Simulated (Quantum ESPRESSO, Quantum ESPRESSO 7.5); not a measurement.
# Ca(111), 5 layers: vacuum convergence

Aim: how far one choice must go before the vacuum level and the energy of Ca(111), 5 layers stand still, and what it costs.

Main program and level: Quantum ESPRESSO 7.5; plane-wave DFT, PBE, GBRV ultrasoft pseudopotentials.

## 1. Set-up

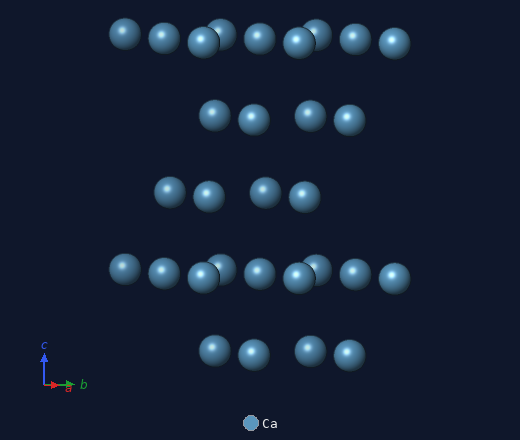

The cell as given, from the side, with the c axis up (calcium blue). 2×2×1 cells are drawn. Some periodic images of atoms are drawn too.

The cell holds 5 atoms: 5 Ca. Cell: a = 3.946 Å, b = 3.946 Å, c = 36.886 Å, α = 90.0°, β = 90.0°, γ = 60.0°. It derives from Ca. Vacuum lies along c.

## 2. Self-consistent run: 24 Å of vacuum

The first run is the reference of the series.

File c0.in:

```
&control
  prefix = 'c0'
  outdir = './out'
  pseudo_dir = './pseudo'
  calculation = 'scf'
  tprnfor = .true.
/
&system
  ibrav = 0
  nat = 5
  ntyp = 1
  ecutwfc = 40
  ecutrho = 200
  occupations = 'smearing'
  smearing = 'mv'
  degauss = 0.02
/
&electrons
  conv_thr = 1e-07
  mixing_beta = 0.4
  electron_maxstep = 120
  mixing_mode = 'local-TF'
/
ATOMIC_SPECIES
  Ca  40.0780  ca_pbe_v1.uspp.F.UPF
CELL_PARAMETERS angstrom
  3.94565583902094 0.00000000000000 0.00000000000000
  1.97282791951047 3.41703819118253 0.00000000000000
  0.00000000000000 0.00000000000000 36.88645800831245
ATOMIC_POSITIONS crystal
  Ca  0.666666666700 0.666666666700 0.325322642724
  Ca  0.000000000000 0.000000000000 0.412661321362
  Ca  0.333333333300 0.333333333300 0.500000000000
  Ca  0.666666666700 0.666666666700 0.587338678638
  Ca  0.000000000000 0.000000000000 0.674677357276
K_POINTS automatic
  6 6 1 0 0 0
```

Launch:

```sh
> OMP_NUM_THREADS=1 mpirun -n 4 pw.x -nk 2 -in c0.in > c0.out
```

The program printed:

```text
Program PWSCF v.7.5 starts
[citation notice left out]

     Parallel version (MPI & OpenMP), running on       4 processor cores
     Number of MPI processes:                 4
     Threads/MPI process:                     1

     MPI processes distributed on     1 nodes
[...]
Current dimensions of program PWSCF are:
     Max number of different atomic species (ntypx) = 10
     Max number of k-points (npk) =  40000
     Max angular momentum in pseudopotentials (lmaxx) =  4
     Message from routine setup:
     using ibrav=0 with symmetry is DISCOURAGED, use correct ibrav instead

     K-points division:     npool     =       2
     R & G space division:  proc/nbgrp/npool/nimage =       2
     Subspace diagonalization in iterative solution of the eigenvalue problem:
     a serial algorithm will be used

     Parallelization info
     --------------------
     sticks:   dense  smooth     PW     G-vecs:    dense   smooth      PW
     Min         384     297     93                80126    57095    9351
     Max         385     298     94                80135    57132    9372
     Sum         769     595    187               160261   114227   18723

     Using Slab Decomposition

     bravais-lattice index     =            0
     lattice parameter (alat)  =       7.4562  a.u.
     unit-cell volume          =    3356.0822 (a.u.)^3
     number of atoms/cell      =            5
     number of atomic types    =            1
     number of electrons       =        50.00
     number of Kohn-Sham states=           30
     kinetic-energy cutoff     =      40.0000  Ry
     charge density cutoff     =     200.0000  Ry
     scf convergence threshold =      1.0E-07
     mixing beta               =       0.4000
     number of iterations used =            8  local-TF  mixing
     Exchange-correlation= SLA  PW   PBE  PBE
                           (   1   4   3   4   0   0   0)

     celldm(1)=   7.456209  celldm(2)=   0.000000  celldm(3)=   0.000000
     celldm(4)=   0.000000  celldm(5)=   0.000000  celldm(6)=   0.000000

     crystal axes: (cart. coord. in units of alat)
               a(1) = (   1.000000   0.000000   0.000000 )
               a(2) = (   0.500000   0.866025   0.000000 )
               a(3) = (   0.000000   0.000000   9.348625 )

     reciprocal axes: (cart. coord. in units 2 pi/alat)
               b(1) = (  1.000000 -0.577350  0.000000 )
               b(2) = (  0.000000  1.154701  0.000000 )
               b(3) = (  0.000000  0.000000  0.106968 )

     PseudoPot. # 1 for Ca read from file:
     ./pseudo/ca_pbe_v1.uspp.F.UPF
     Pseudo is Ultrasoft + core correction, Zval = 10.0
     Generated by new atomic code, or converted to UPF format
     Using radial grid of  845 points,  6 beta functions with:
                l(1) =   0
                l(2) =   0
                l(3) =   1
                l(4) =   1
                l(5) =   2
                l(6) =   2
     Q(r) pseudized with  8 coefficients,  rinner =    1.500   1.500   1.500
                                                       1.500   1.500

     atomic species   valence    mass     pseudopotential
     Ca               10.00    40.07800     Ca( 1.00)

     12 Sym. Ops., with inversion, found ( 6 have fractional translation)

   Cartesian axes

     site n.     atom                  positions (alat units)
         1        Ca     tau(   1) = (   1.0000000   0.5773503   3.0413195  )
         2        Ca     tau(   2) = (   0.0000000   0.0000000   3.8578161  )
         3        Ca     tau(   3) = (   0.5000000   0.2886751   4.6743127  )
         4        Ca     tau(   4) = (   1.0000000   0.5773503   5.4908092  )
         5        Ca     tau(   5) = (   0.0000000   0.0000000   6.3073058  )

     number of k points=     7  Marzari-Vanderbilt smearing, width (Ry)=  0.0200
                       cart. coord. in units 2pi/alat
        k(    1) = (   0.0000000   0.0000000   0.0000000), wk =   0.0555556
        k(    2) = (   0.0000000   0.1924501   0.0000000), wk =   0.3333333
        k(    3) = (   0.0000000   0.3849002   0.0000000), wk =   0.3333333
        k(    4) = (   0.0000000  -0.5773503   0.0000000), wk =   0.1666667
        k(    5) = (   0.1666667   0.2886751   0.0000000), wk =   0.3333333
        k(    6) = (   0.1666667  -0.6735753   0.0000000), wk =   0.6666667
        k(    7) = (   0.3333333  -0.5773503   0.0000000), wk =   0.1111111

     Dense  grid:   160261 G-vectors     FFT dimensions: (  36,  36, 320)

     Smooth grid:   114227 G-vectors     FFT dimensions: (  30,  30, 288)

     Estimated max dynamical RAM per process >     197.05 MB

     Estimated total dynamical RAM >     749.07 MB

     Initial potential from superposition of free atoms

     starting charge      49.9727, renormalised to      50.0000

     negative rho (up, down):  2.907E-05 0.000E+00
     Starting wfcs are   50 randomized atomic wfcs

     total cpu time spent up to now is        2.5 secs

     per-process dynamical memory:    69.8 Mb

     Self-consistent Calculation

     iteration #  1     ecut=    40.00 Ry     beta= 0.40
     Davidson diagonalization with overlap
     ethr =  1.00E-02,  avg # of iterations =  2.9

     total cpu time spent up to now is        4.8 secs

     total energy              =    -374.54161307 Ry
     estimated scf accuracy    <       0.63750333 Ry

     iteration #  2     ecut=    40.00 Ry     beta= 0.40
[...]
total energy              =    -374.52883545 Ry
     estimated scf accuracy    <       0.49263309 Ry

     iteration #  3     ecut=    40.00 Ry     beta= 0.40
[...]
total energy              =    -374.56295897 Ry
     estimated scf accuracy    <       0.09001294 Ry

     iteration #  4     ecut=    40.00 Ry     beta= 0.40
[...]
total energy              =    -374.56722315 Ry
     estimated scf accuracy    <       0.01611466 Ry

     iteration #  5     ecut=    40.00 Ry     beta= 0.40
[...]
total energy              =    -374.56560551 Ry
     estimated scf accuracy    <       0.04300173 Ry

     iteration #  6     ecut=    40.00 Ry     beta= 0.40
[...]
total energy              =    -374.56727934 Ry
     estimated scf accuracy    <       0.00443148 Ry

     iteration #  7     ecut=    40.00 Ry     beta= 0.40
[...]
total energy              =    -374.56692042 Ry
     estimated scf accuracy    <       0.00447021 Ry

     iteration #  8     ecut=    40.00 Ry     beta= 0.40
[...]
total energy              =    -374.56642531 Ry
     estimated scf accuracy    <       0.00802145 Ry

     iteration #  9     ecut=    40.00 Ry     beta= 0.40
[...]
negative rho (up, down):  6.732E-03 0.000E+00

[...]
total energy              =    -374.56622291 Ry
     estimated scf accuracy    <       0.00338829 Ry

     iteration # 10     ecut=    40.00 Ry     beta= 0.40
[...]
negative rho (up, down):  4.398E-03 0.000E+00

[...]
total energy              =    -374.56628850 Ry
     estimated scf accuracy    <       0.00117682 Ry

     iteration # 11     ecut=    40.00 Ry     beta= 0.40
[...]
negative rho (up, down):  8.356E-03 0.000E+00

[...]
total energy              =    -374.56625795 Ry
     estimated scf accuracy    <       0.00122477 Ry

     iteration # 12     ecut=    40.00 Ry     beta= 0.40
[...]
negative rho (up, down):  2.701E-03 0.000E+00

[...]
total energy              =    -374.56625876 Ry
     estimated scf accuracy    <       0.00013726 Ry

     iteration # 13     ecut=    40.00 Ry     beta= 0.40
[...]
negative rho (up, down):  1.766E-03 0.000E+00

[...]
total energy              =    -374.56626451 Ry
     estimated scf accuracy    <       0.00020375 Ry

     iteration # 14     ecut=    40.00 Ry     beta= 0.40
[...]
negative rho (up, down):  6.694E-04 0.000E+00

[...]
total energy              =    -374.56626892 Ry
     estimated scf accuracy    <       0.00000469 Ry

     iteration # 15     ecut=    40.00 Ry     beta= 0.40
[...]
negative rho (up, down):  8.244E-05 0.000E+00

[...]
total energy              =    -374.56627042 Ry
     estimated scf accuracy    <       0.00001138 Ry

     iteration # 16     ecut=    40.00 Ry     beta= 0.40
[...]
negative rho (up, down):  5.122E-05 0.000E+00

[...]
total energy              =    -374.56627039 Ry
     estimated scf accuracy    <       0.00000078 Ry

     iteration # 17     ecut=    40.00 Ry     beta= 0.40
[...]
negative rho (up, down):  6.403E-05 0.000E+00

[...]
total energy              =    -374.56627051 Ry
     estimated scf accuracy    <       0.00000095 Ry

     iteration # 18     ecut=    40.00 Ry     beta= 0.40
[...]
negative rho (up, down):  5.793E-05 0.000E+00

[...]
End of self-consistent calculation

          k = 0.0000 0.0000 0.0000 ( 14379 PWs)   bands (ev):

   -42.0074 -42.0074 -41.6132 -41.6114 -41.6021 -23.0374 -23.0374 -22.9050
   -22.9050 -22.9050 -22.9050 -22.6372 -22.5979 -22.5497 -22.5451 -22.5451
   -22.5413 -22.5413 -22.5316 -22.5316  -3.3857  -3.0603  -2.4945  -1.7575
    -0.9731   0.3771   0.8067   1.2532   1.6911   2.1808

          k = 0.0000 0.1925 0.0000 ( 14437 PWs)   bands (ev):

   -42.0054 -42.0054 -41.6109 -41.6094 -41.6005 -23.0341 -23.0341 -22.9284
   -22.9284 -22.9106 -22.9106 -22.6301 -22.5986 -22.5695 -22.5663 -22.5527
   -22.5519 -22.5471 -22.5470 -22.5362  -2.9823  -2.6645  -2.1089  -1.3820
    -0.6020   0.4683   0.9569   1.3677   1.7186   2.0544

          k = 0.0000 0.3849 0.0000 ( 14359 PWs)   bands (ev):

   -42.0016 -42.0016 -41.6062 -41.6055 -41.5974 -23.0274 -23.0274 -22.9747
   -22.9747 -22.9219 -22.9219 -22.6261 -22.6217 -22.6111 -22.5971 -22.5762
   -22.5650 -22.5583 -22.5539 -22.5458  -1.8688  -1.5854  -1.0840  -0.4301
     0.2687   0.6954   1.0772   1.2144   1.2408   1.3700

          k = 0.0000-0.5774 0.0000 ( 14248 PWs)   bands (ev):

   -41.9997 -41.9997 -41.6038 -41.6036 -41.5959 -23.0241 -23.0241 -22.9976
   -22.9976 -22.9275 -22.9275 -22.6459 -22.6379 -22.6344 -22.5862 -22.5828
   -22.5714 -22.5640 -22.5593 -22.5507  -0.4765  -0.3917  -0.2286  -0.0913
     0.0092   0.4089   0.6642   0.9252   1.0583   1.1770

          k = 0.1667 0.2887 0.0000 ( 14355 PWs)   bands (ev):

   -42.0026 -42.0026 -41.6074 -41.6065 -41.5981 -23.0291 -23.0291 -22.9588
   -22.9588 -22.9235 -22.9235 -22.6216 -22.6086 -22.5954 -22.5952 -22.5733
   -22.5639 -22.5582 -22.5535 -22.5469  -2.2198  -1.9213  -1.3943  -0.7027
     0.0424   0.6589   1.1803   1.3686   1.4960   1.5601

          k = 0.1667-0.6736 0.0000 ( 14282 PWs)   bands (ev):

   -41.9997 -41.9997 -41.6038 -41.6036 -41.5959 -23.0241 -23.0241 -22.9858
   -22.9858 -22.9394 -22.9394 -22.6338 -22.6277 -22.6227 -22.5955 -22.5793
   -22.5787 -22.5767 -22.5628 -22.5558  -0.8905  -0.6534  -0.2321   0.2766
     0.5342   0.6514   0.8349   1.0244   1.1283   1.2092

[...]
the Fermi energy is     0.5136 ev

!    total energy              =    -374.56627064 Ry
     estimated scf accuracy    <       0.00000006 Ry
     smearing contrib. (-TS)   =      -0.00540656 Ry
     internal energy E=F+TS    =    -374.56086408 Ry

     The total energy is F=E-TS. E is the sum of the following terms:
     one-electron contribution =   -2663.21942737 Ry
     hartree contribution      =    1324.63173310 Ry
     xc contribution           =     -58.77980339 Ry
     ewald contribution        =    1022.80663358 Ry

     convergence has been achieved in  18 iterations

     negative rho (up, down):  5.793E-05 0.000E+00

     Forces acting on atoms (cartesian axes, Ry/au):

     atom    1 type  1   force =     0.00000000    0.00000000    0.00278826
     atom    2 type  1   force =     0.00000000    0.00000000   -0.00157854
     atom    3 type  1   force =     0.00000000    0.00000000    0.00000000
     atom    4 type  1   force =     0.00000000    0.00000000    0.00157854
     atom    5 type  1   force =     0.00000000    0.00000000   -0.00278826

     Total force =     0.004531     Total SCF correction =     0.000909
     SCF correction compared to forces is large: reduce conv_thr to get better values

[...]
=------------------------------------------------------------------------------=
   JOB DONE.
=------------------------------------------------------------------------------=
```

The job ended after 55 s (4 MPI ranks of AMD EPYC 7R43, shared host; peak memory 0.91 GiB).

Numbers from this step:

```
free energy  : -5096.2337 eV
Fermi energy : 0.5136 eV
```

The program's own clock; routines nest. Time by routine:

```csv
routine,wall time (s),calls
PWSCF,54.37,1
electrons,50.91,1
c_bands,27.21,18
cegterg,23.33,72
h_psi,18.23,356
fftw,16.82,12222
vloc_psi,15.22,356
sum_band,9.64,18
mix_rho,6.75,18
newd,5.29,19
ffts,3.84,1732
init_run,2.42,1
calbec,2.31,444
v_of_rho,2.13,19
```

The run needed 18 iterations to bring the estimated error under 1e-07 Ry; the largest force on any atom, held or free, is 0.07 eV/Å.

## 3. Electrostatic potential

The vacuum level is read from the electrostatic potential (plot_num = 11), averaged over planes.

File c0.pot.in:

```
&inputpp
  prefix = 'c0'
  outdir = './out'
  filplot = 'c0.pot.dat'
  plot_num = 11
/
```

Launch:

```sh
> OMP_NUM_THREADS=1 mpirun -n 4 pp.x -in c0.pot.in > c0.pot.out
```

The program printed:

```text
[banner, memory and clock lines left out]
Program POST-PROC v.7.5 starts

          URL

     ./out/c0.save/

     IMPORTANT: XC functional enforced from input :
     Exchange-correlation= PBE
                           (   1   4   3   4   0   0   0)
     Any further DFT definition will be discarded
     Please, verify this is what you really want

     negative rho (up, down):  5.793E-05 0.000E+00

     Calling punch_plot, plot_num =  11
     Writing data to file  c0.pot.dat
     Message from routine chdens:
     namelist plot not found or invalid, exiting
```

Run time: 2.9 s. Hardware: 4 MPI ranks; peak memory 0.4 GiB.

Read from the output:

```
potential in the middle of the vacuum, over the Fermi level : 2.989 eV
```

The potential energy, planar mean oscillates, so the rows of the table below give means over windows of 3.23 Å about each position, cut where the curve ends. Its maxima inside the range that stand out by 2 % of the span (Å: eV): 13.6: 1.64, 16.8: 1.69, 20.1: 1.69, 23.3: 1.64. Its minima: 12.0: -11.6, 15.2: -11.4, 18.4: -11.4, 21.7: -11.4, 24.9: -11.6.

Electrostatic potential energy of an electron; zero at the Fermi level. Potential energy, planar mean against z; means over each step:

```csv
z (Å),"potential energy, planar mean (eV)"
1.61,2.99
4.84,2.99
8.07,2.92
11.30,-3.20
14.53,-3.27
17.76,-3.24
20.99,-3.24
24.22,-3.39
27.45,2.24
30.68,2.99
33.91,2.99
```

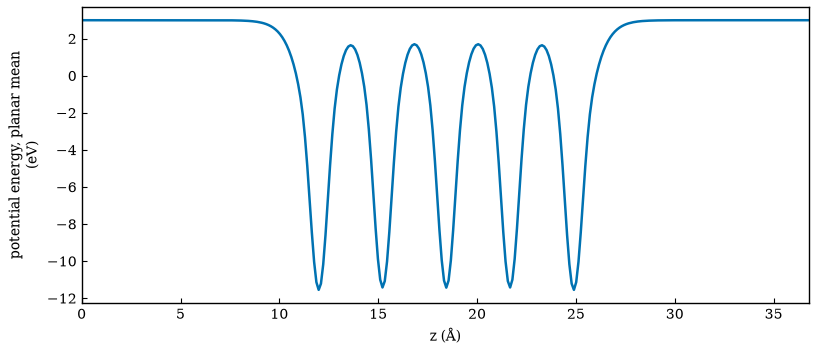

Potential energy, planar mean against z.

Inside the slab this potential holds the local part of the pseudopotentials, which can be repulsive at the nuclei; only its value in the vacuum has a meaning of its own.

## 4. SCF with pw.x: 18 Å of vacuum

File c2.in:

```
&control
  prefix = 'c2'
  outdir = './out'
  pseudo_dir = './pseudo'
  calculation = 'scf'
  tprnfor = .true.
/
&system
  ibrav = 0
  nat = 5
  ntyp = 1
  ecutwfc = 40
  ecutrho = 200
  occupations = 'smearing'
  smearing = 'mv'
  degauss = 0.02
/
&electrons
  conv_thr = 1e-07
  mixing_beta = 0.4
  electron_maxstep = 120
  mixing_mode = 'local-TF'
/
ATOMIC_SPECIES
  Ca  40.0780  ca_pbe_v1.uspp.F.UPF
CELL_PARAMETERS angstrom
  3.94565583902094 0.00000000000000 0.00000000000000
  1.97282791951047 3.41703819118253 0.00000000000000
  0.00000000000000 0.00000000000000 30.88645800831245
ATOMIC_POSITIONS crystal
  Ca  0.666666666700 0.666666666700 0.291389838148
  Ca  0.000000000000 0.000000000000 0.395694919074
  Ca  0.333333333300 0.333333333300 0.500000000000
  Ca  0.666666666700 0.666666666700 0.604305080926
  Ca  0.000000000000 0.000000000000 0.708610161852
K_POINTS automatic
  6 6 1 0 0 0
```

Launch:

```sh
> OMP_NUM_THREADS=1 mpirun -n 4 pw.x -nk 2 -in c2.in > c2.out
```

The program printed:

```text
[banner, memory and clock lines left out]
Program PWSCF v.7.5 starts
[...]
Message from routine setup:
[...]
number of electrons       =        50.00
     number of Kohn-Sham states=           30
     kinetic-energy cutoff     =      40.0000  Ry
     charge density cutoff     =     200.0000  Ry
[...]
number of k points=     7  Marzari-Vanderbilt smearing, width (Ry)=  0.0200
[...]
Dense  grid:   134255 G-vectors     FFT dimensions: (  36,  36, 270)
[...]
negative rho (up, down):  2.155E-05 0.000E+00
     Starting wfcs are   50 randomized atomic wfcs
[...]
estimated scf accuracy    <       0.64152714 Ry
[...]
estimated scf accuracy    <       0.49581431 Ry
[...]
estimated scf accuracy    <       0.09833373 Ry
[...]
estimated scf accuracy    <       0.01583121 Ry
[...]
estimated scf accuracy    <       0.04641559 Ry
[...]
estimated scf accuracy    <       0.00402004 Ry
[...]
estimated scf accuracy    <       0.00454269 Ry
[...]
estimated scf accuracy    <       0.00864732 Ry
[...]
negative rho (up, down):  3.070E-03 0.000E+00
[...]
estimated scf accuracy    <       0.00252393 Ry
[...]
negative rho (up, down):  9.740E-05 0.000E+00
[...]
estimated scf accuracy    <       0.00145731 Ry
[...]
negative rho (up, down):  1.632E-03 0.000E+00
[...]
estimated scf accuracy    <       0.00048624 Ry
[...]
negative rho (up, down):  1.487E-06 0.000E+00
[...]
estimated scf accuracy    <       0.00006114 Ry
[...]
negative rho (up, down):  1.087E-04 0.000E+00
[...]
estimated scf accuracy    <       0.00004780 Ry
[...]
negative rho (up, down):  6.946E-05 0.000E+00
[...]
estimated scf accuracy    <       0.00000144 Ry
[...]
negative rho (up, down):  2.219E-05 0.000E+00
[...]
estimated scf accuracy    <       0.00000032 Ry
[...]
negative rho (up, down):  2.422E-05 0.000E+00
[...]
estimated scf accuracy    <       0.00000034 Ry
[...]
negative rho (up, down):  2.444E-05 0.000E+00
[...]
the Fermi energy is     1.1942 ev
!    total energy              =    -374.56627048 Ry
     estimated scf accuracy    <       0.00000001 Ry
     smearing contrib. (-TS)   =      -0.00540587 Ry
     internal energy E=F+TS    =    -374.56086462 Ry
[...]
one-electron contribution =   -1702.25202495 Ry
     hartree contribution      =     845.39556138 Ry
     xc contribution           =     -58.77968216 Ry
     ewald contribution        =     541.07528111 Ry
     convergence has been achieved in  17 iterations
     negative rho (up, down):  2.444E-05 0.000E+00
[...]
Total force =     0.004448     Total SCF correction =     0.000248
[...]
```

Elapsed: 47 s, on 4 MPI ranks; peak memory 0.81 GiB; 3.1 min of CPU time.

Numbers from this step:

* Fermi energy: 1.194 eV

The program's own clock; routines nest. Time by routine:

```csv
routine,wall time (s),calls
PWSCF,46.06,1
electrons,42.97,1
c_bands,23.25,17
cegterg,19.6,68
h_psi,15.49,336
fftw,14.53,11690
vloc_psi,13.13,336
sum_band,7.97,17
mix_rho,5.59,17
newd,4.58,18
ffts,3.51,1601
init_run,2.32,1
calbec,1.87,420
v_of_rho,1.84,18
```

## 5. Potential by pp.x

File c2.pot.in:

```
&inputpp
  prefix = 'c2'
  outdir = './out'
  filplot = 'c2.pot.dat'
  plot_num = 11
/
```

Launch:

```sh
> OMP_NUM_THREADS=1 mpirun -n 4 pp.x -in c2.pot.in > c2.pot.out
```

Elapsed: 2.6 s, on 4 MPI ranks; peak memory 0.23 GiB.

Read from the output:

```
potential in the middle of the vacuum, over the Fermi level : 2.990 eV
```

Counted from each run's own zero (the Fermi level), the vacuum level differs from the first run's by +1 meV.

(Continued in part 2 of 2.)

[Logs are printed without paths, hosts, clocks, repeated set-up lines and the standing remarks that a program may print on its own settings, such as how far it seeks lower states.]

[Hosts, paths, dates, database ids (printed as entryN), source tags and the programs' standing remarks are cut or masked in the printed files.]

[Maps of the electrostatic potential energy from Ansatz leave out the sawtooth potential of an applied field or a dipole correction, so their vacuum need not be flat; planar profiles and work functions include it.]
